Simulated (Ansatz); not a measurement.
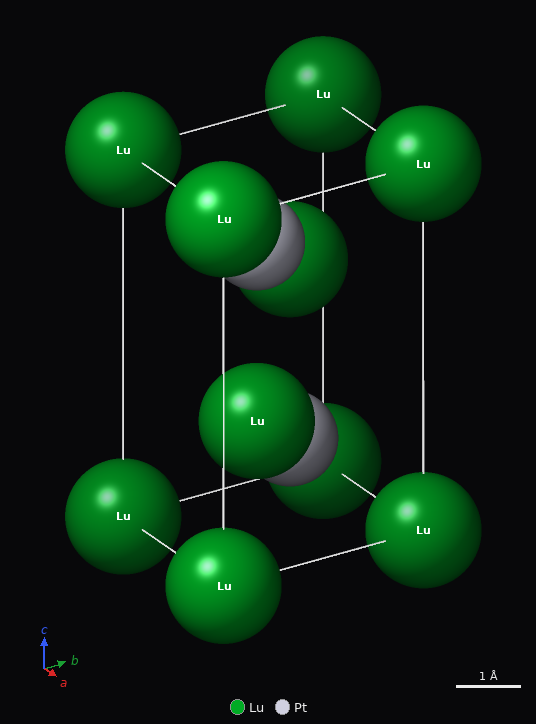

Spheres-only model, viewed slightly off an axis. The outline marks the simulation cell.

Full input:
```yaml
crystal:
  lattice:
    - [4.7849215149, -2.89e-08, 0.0]
    - [-2.3924607325, 4.1438636015, 0.0]
    - [0.0, 0.0, 5.911362]
  atoms:
    - { symbol: Lu, position: [0.0, 0.0, 0.0] }
    - { symbol: Lu, position: [0.3333333333, 0.6666666667, 0.664025] }
    - { symbol: Lu, position: [0.6666666667, 0.3333333333, 0.335975] }
    - { symbol: Pt, position: [0.3333333333, 0.6666666667, 0.175819] }
    - { symbol: Pt, position: [0.6666666667, 0.3333333333, 0.824181] }
basis:
  ecutwfc: 420
kpoints:
  mp_grid: { grid: [12, 12, 6] }
  band_path:
    path:
      - [[0.0, 0.0, 0.0], [0.5, 0.0, 0.0], [0.33333333, 0.33333333, 0.0], [0.0, 0.0, 0.0], [0.0, 0.0, 0.5], [0.5, 0.0, 0.5], [0.33333333, 0.33333333, 0.5], [0.0, 0.0, 0.5]]
      - [[0.5, 0.0, 0.5], [0.5, 0.0, 0.0]]
      - [[0.33333333, 0.33333333, 0.5], [0.33333333, 0.33333333, 0.0]]
    npoints: 14
hamiltonian:
  xc: lda
scf:
  occupations: { method: gaussian, width: 0.1 }
  n_extra_bands: 12
output:
  forces: true
  stress: true
  eigenvalues: true
  populations: true
  dos: { projected: true, de: 0.02, nscf_kmesh: { grid: [15, 15, 8] } }
  bader: true
  write_density: true
  write_potential: true
  elf: true
  volumetric_format: npy
```
Run as:
```sh
ansatz run input.yaml --threads 1 --pin off --max-ram 3072MiB --backend cpu --events-out ev --progress --plain --runs-dir out
```

Calculation details: DFT LDA, scalar-relativistic, plane waves, PAW in Ansatz; a basis cut at 420 eV, the zone sampled with 12×12×6 points, Gaussian smearing of 0.1 eV, no spin polarisation.

What charge does Bader's analysis assign to each element?

Lu +1.40 e; Pt -2.10 e.

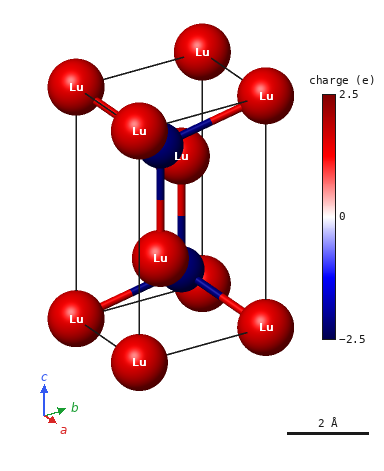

The atoms coloured by those charges.

It goes back to a structure type filled with these elements by a generator (whether the compound takes this form wasn't checked). Earlier steps of the study may have refined or changed the cell and positions. An electronic-structure calculation with Ansatz was run on it.

At this level of theory the cell isn't at rest (stretched, at -8 GPa), so its distances can differ from those at equilibrium, the more so the softer the solid.
